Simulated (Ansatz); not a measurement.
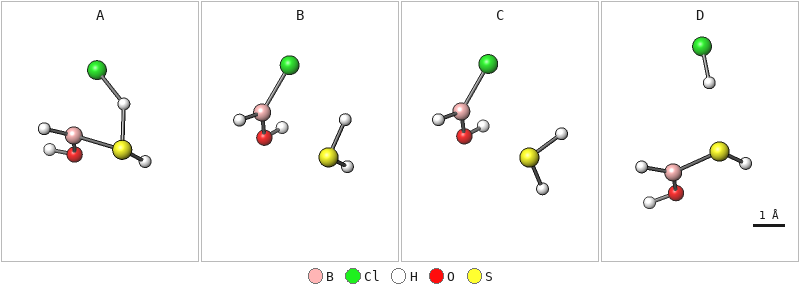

4 geometries from a converged minimum-energy path of BH4SOCl, made up at the start of BH₂OCl and H$_{2}$S, shuffled. The picture is a ball-and-stick view, seen from a free direction.

All numbers below come from RKS PBE0-D4/6-31G* in Ansatz. Run with 5 movable images; climbing image; force threshold 0.05 eV/Å; iteration limit 60; starting path through a guess of the saddle point.

**Which frame is the top of the path?**

A. In order along the path, whose images run from 0 to 6: C (image 0, 0.00 eV), B (image 1, +0.01 eV), A (image 3, +1.09 eV), D (image 6, +0.20 eV). Breaking: B–Cl (1.78 → 4.24 Å), H–S (1.34 → 2.37 Å). Forming: B–S (3.27 → 1.82 Å), Cl–H (3.62 → 1.30 Å).

Limits of the set-up: the start holds two separate molecules, 3.3 Å apart at their closest, whose relative position is a soft coordinate.

The run took 110 s on 1 thread of INTEL(R) XEON(R) PLATINUM 8581C CPU @ 2.30GHz (Emerald Rapids), with other jobs on the host, peak memory 0.19 GiB.
